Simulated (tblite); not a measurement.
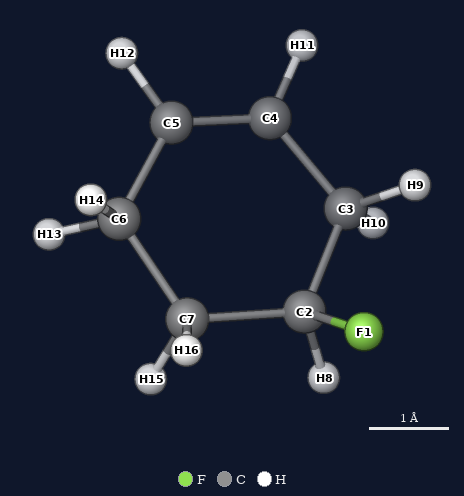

The input geometry (ball-and-stick view, seen at a tilt; atoms are numbered from 1 in the order of the input). Bond lengths as drawn: C–C 1.32 to 1.54 Å, C–F 1.39 Å and C–H 1.08 to 1.10 Å.

## Saddle-point search of C6H9F

- system: C6H9F
- method: GFN2-xTB saddle search (eigenvector following) and harmonic vibrations, gas phase (tblite 0.8.0)

### Output
```
step      E/eV     max force
  0    -602.62490   0.0444
  1    -602.61497   0.0964
  2    -602.62095   0.0450
  3    -602.61849   0.0348
  4    -602.61756   0.0530
  5    -602.61961   0.0653
  6    -602.62565   0.0333
  7    -602.63561   0.0794
  8    -602.62946   0.0284
  9    -602.63542   0.0396
 10    -602.64210   0.0437
 11    -602.64946   0.0400
 12    -602.66064   0.0611
 13    -602.67288   0.0676
 14    -602.68591   0.0747
 15    -602.69914   0.0829
 16    -602.71326   0.0602
 17    -602.73268   0.1001
 18    -602.75156   0.0965
 19    -602.76661   0.2092
 20    -602.75445   0.0534
 21    -602.76253   0.0480
 22    -602.77600   0.0839
 23    -602.78651   0.0970
 24    -602.79262   0.1111
 25    -602.79493   0.1193
 26    -602.79508   0.0388
 27    -602.79512   0.0079
 28    -602.79512   0.0014
lowest wavenumbers (cm-1): -112.0 126.7 324.8 340.8 400.9 499.3
```

### Trajectory as extended XYZ (Å, eV, eV/Å), 7 of the 12 frames kept, from step=0 to step=28
```
16
Properties=species:S:1:pos:R:3:forces:R:3 step=0 energy=-602.62490
F     1.0693    1.8606   -1.0613   -0.0130  -0.0240  -0.0350
C     0.6081    1.2042    0.0774    0.0130   0.0060  -0.0050
C     1.4929   -0.0302    0.2842   -0.0030   0.0030  -0.0010
C     0.8145   -1.3530    0.1548   -0.0040   0.0000  -0.0060
C    -0.4737   -1.5186   -0.0719   -0.0020   0.0010  -0.0030
C    -1.4635   -0.4129   -0.2241    0.0090   0.0010  -0.0220
C    -0.9100    1.0143   -0.0783   -0.0180   0.0040   0.0100
H     0.7919    1.9224    0.8871    0.0200   0.0190  -0.0230
H     2.2911    0.0215   -0.4633    0.0210  -0.0050   0.0250
H     1.9768    0.0215    1.2637   -0.0210   0.0030   0.0130
H     1.4680   -2.2076    0.2621    0.0050   0.0010  -0.0140
H    -0.8888   -2.5130   -0.1642    0.0010  -0.0010   0.0200
H    -2.2479   -0.5663    0.5229   -0.0310  -0.0120  -0.0130
H    -1.9441   -0.5254   -1.2003    0.0200   0.0060  -0.0110
H    -1.3954    1.4915    0.7734    0.0110  -0.0160   0.0370
H    -1.1893    1.5910   -0.9624   -0.0090   0.0130   0.0280
16
Properties=species:S:1:pos:R:3:forces:R:3 step=5 energy=-602.61961
F     1.1071    1.8853   -1.0135   -0.0060  -0.0140  -0.0020
C     0.6065    1.2055    0.0955   -0.0110   0.0070  -0.0070
C     1.4862   -0.0320    0.3062    0.0040  -0.0080   0.0070
C     0.8234   -1.3525    0.0942    0.0100   0.0050  -0.0030
C    -0.4692   -1.5187   -0.1058   -0.0210   0.0080  -0.0090
C    -1.4725   -0.4149   -0.1581   -0.0320   0.0050   0.0000
C    -0.9047    1.0153   -0.1329   -0.0330   0.0180  -0.0060
H     0.7636    1.9067    0.9254    0.0000   0.0040  -0.0140
H     2.3308    0.0514   -0.3853    0.0000   0.0010   0.0250
H     1.9055   -0.0143    1.3169   -0.0190  -0.0030   0.0020
H     1.4884   -2.2044    0.1334   -0.0040   0.0110  -0.0120
H    -0.8789   -2.5116   -0.2323    0.0040   0.0070  -0.0130
H    -2.1597   -0.5515    0.6857    0.0500   0.0110  -0.0350
H    -2.0724   -0.5472   -1.0650    0.0200   0.0120   0.0610
H    -1.4379    1.5891    0.6287    0.0280  -0.0290  -0.0440
H    -1.1163    1.4938   -1.0929    0.0110  -0.0340   0.0510
16
Properties=species:S:1:pos:R:3:forces:R:3 step=10 energy=-602.64210
F     1.1168    1.8183   -1.0675    0.0000  -0.0210  -0.0040
C     0.6084    1.2046    0.0757    0.0070   0.0010  -0.0050
C     1.4708   -0.0318    0.3510    0.0090  -0.0020   0.0130
C     0.8304   -1.3471    0.0507    0.0110   0.0060  -0.0070
C    -0.4619   -1.5136   -0.1538   -0.0080   0.0030  -0.0110
C    -1.4707   -0.4138   -0.1161   -0.0070  -0.0070   0.0100
C    -0.9025    1.0145   -0.1449   -0.0010  -0.0010  -0.0040
H     0.7754    1.9461    0.8681    0.0030   0.0040  -0.0190
H     2.3778    0.0681   -0.2538   -0.0080   0.0010   0.0430
H     1.7875   -0.0302    1.3990   -0.0350  -0.0030  -0.0040
H     1.5045   -2.1922    0.0365    0.0010   0.0090  -0.0220
H    -0.8645   -2.5003   -0.3370    0.0050   0.0100  -0.0230
H    -2.0754   -0.5508    0.7870    0.0290   0.0020   0.0090
H    -2.1506   -0.5420   -0.9632   -0.0070   0.0020   0.0360
H    -1.4366    1.6171    0.5910    0.0010   0.0050  -0.0080
H    -1.1096    1.4532   -1.1227    0.0000  -0.0090  -0.0040
16
Properties=species:S:1:pos:R:3:forces:R:3 step=15 energy=-602.69914
F     1.1264    1.6593   -1.1854   -0.0260  -0.0600   0.0510
C     0.6159    1.1976    0.0271    0.0330   0.0230  -0.0130
C     1.4355   -0.0317    0.4299    0.0250   0.0200   0.0230
C     0.8443   -1.3334   -0.0080    0.0140   0.0100  -0.0040
C    -0.4465   -1.4995   -0.2287    0.0010  -0.0010  -0.0170
C    -1.4583   -0.4134   -0.0585    0.0120  -0.0110   0.0110
C    -0.9005    1.0163   -0.1455    0.0260   0.0110  -0.0050
H     0.8193    2.0175    0.7318    0.0010  -0.0290  -0.0660
H     2.4302    0.0848   -0.0130   -0.0420  -0.0020   0.0710
H     1.5633   -0.0424    1.5182   -0.0560   0.0020  -0.0450
H     1.5357   -2.1572   -0.1098    0.0050   0.0130  -0.0270
H    -0.8376   -2.4669   -0.5117    0.0100   0.0220  -0.0300
H    -1.9421   -0.5587    0.9127    0.0230  -0.0050   0.0360
H    -2.2367   -0.5345   -0.8148   -0.0280  -0.0030   0.0220
H    -1.4161    1.6385    0.5868    0.0060   0.0110   0.0010
H    -1.1328    1.4238   -1.1310   -0.0030  -0.0020  -0.0090
16
Properties=species:S:1:pos:R:3:forces:R:3 step=17 energy=-602.73268
F     1.1219    1.5523   -1.2526   -0.0190  -0.0520   0.0370
C     0.6215    1.1894   -0.0046    0.0330   0.0120  -0.0140
C     1.4144   -0.0299    0.4699    0.0290   0.0050   0.0380
C     0.8530   -1.3244   -0.0289    0.0250   0.0130   0.0040
C    -0.4358   -1.4897   -0.2646   -0.0200   0.0020  -0.0150
C    -1.4494   -0.4136   -0.0380   -0.0090  -0.0220   0.0150
C    -0.8985    1.0196   -0.1354    0.0100   0.0020  -0.0050
H     0.8516    2.0505    0.6397    0.0040  -0.0210  -0.0580
H     2.4434    0.0906    0.1149   -0.0670  -0.0080   0.0740
H     1.4406   -0.0379    1.5658   -0.0490   0.0020  -0.0680
H     1.5546   -2.1338   -0.1702   -0.0020   0.0280  -0.0240
H    -0.8202   -2.4438   -0.5977    0.0130   0.0360  -0.0270
H    -1.8848   -0.5691    0.9558    0.0410   0.0010  -0.0080
H    -2.2633   -0.5305   -0.7582    0.0090   0.0010   0.0500
H    -1.3907    1.6380    0.6160    0.0080   0.0050   0.0020
H    -1.1583    1.4323   -1.1120   -0.0070  -0.0030   0.0010
16
Properties=species:S:1:pos:R:3:forces:R:3 step=22 energy=-602.77600
F     1.0814    1.3460   -1.3720   -0.0330  -0.0400   0.0660
C     0.6310    1.1692   -0.0675    0.0260   0.0260  -0.0240
C     1.3845   -0.0202    0.5260    0.0130   0.0190   0.0240
C     0.8677   -1.3096   -0.0328    0.0040   0.0050   0.0030
C    -0.4146   -1.4721   -0.3075    0.0040   0.0000  -0.0110
C    -1.4365   -0.4135   -0.0370    0.0060  -0.0010   0.0060
C    -0.8940    1.0279   -0.0903    0.0090   0.0260  -0.0070
H     0.9162    2.0967    0.4519   -0.0050  -0.0450  -0.0630
H     2.4461    0.0962    0.2922   -0.0470  -0.0040   0.0460
H     1.2714   -0.0032    1.6150   -0.0270   0.0030  -0.0490
H     1.5850   -2.0965   -0.2099    0.0040   0.0140  -0.0120
H    -0.7851   -2.4061   -0.7049    0.0110   0.0220  -0.0190
H    -1.8538   -0.6022    0.9577    0.0150  -0.0040   0.0090
H    -2.2589   -0.5169   -0.7473   -0.0060   0.0010   0.0130
H    -1.3115    1.5992    0.7406    0.0270  -0.0150  -0.0150
H    -1.2289    1.5051   -1.0140    0.0010  -0.0070   0.0310
16
Properties=species:S:1:pos:R:3:forces:R:3 step=28 energy=-602.79512
F     1.0316    1.1594   -1.4542    0.0000   0.0000   0.0000
C     0.6377    1.1465   -0.1243    0.0000   0.0000   0.0000
C     1.3533   -0.0085    0.5723    0.0000   0.0000   0.0000
C     0.8805   -1.2952   -0.0324    0.0000   0.0000   0.0000
C    -0.3941   -1.4533   -0.3453    0.0000   0.0000   0.0000
C    -1.4234   -0.4110   -0.0352   -0.0010   0.0000   0.0010
C    -0.8838    1.0347   -0.0519    0.0000   0.0000   0.0000
H     0.9672    2.1152    0.2749    0.0000   0.0000   0.0000
H     2.4313    0.1041    0.4527    0.0000   0.0000   0.0000
H     1.1165    0.0319    1.6389    0.0000   0.0000   0.0000
H     1.6157   -2.0567   -0.2398    0.0000   0.0000   0.0000
H    -0.7498   -2.3638   -0.8039    0.0000   0.0000   0.0000
H    -1.8241   -0.6290    0.9603    0.0000   0.0000  -0.0010
H    -2.2541   -0.5008   -0.7366    0.0010   0.0000   0.0010
H    -1.2210    1.5611    0.8418    0.0000   0.0000   0.0000
H    -1.2835    1.5654   -0.9174    0.0000   0.0000   0.0000
```

The run was set up as follows.

### Input file
```
{"job": {"xc": "GFN2-xTB", "basis": "xTB", "kind": "saddle"}, "charge": 0, "multiplicity": 1}
F      1.069349     1.860622    -1.061280
C      0.608121     1.204187     0.077400
C      1.492904    -0.030206     0.284201
C      0.814538    -1.352989     0.154794
C     -0.473745    -1.518608    -0.071917
C     -1.463498    -0.412929    -0.224059
C     -0.910049     1.014296    -0.078290
H      0.791948     1.922361     0.887125
H      2.291103     0.021531    -0.463265
H      1.976770     0.021453     1.263743
H      1.467986    -2.207633     0.262118
H     -0.888824    -2.512966    -0.164190
H     -2.247850    -0.566292     0.522931
H     -1.944051    -0.525362    -1.200253
H     -1.395388     1.491534     0.773367
H     -1.189314     1.591002    -0.962425
```

The first line tells a small driver script what to run in tblite; the rest is the geometry in Å.

Launched with:
```bash
OMP_NUM_THREADS=1 python <driver script> task.json out
```

### Key numbers

| quantity | value |
| --- | --- |
| outcome | converged |
| total energy | −602.7951 eV |
| point group | C1 |
| hardware | 1 CPU thread, shared host |
| wall time | 4.3 s |
| peak memory | 0.19 GiB |
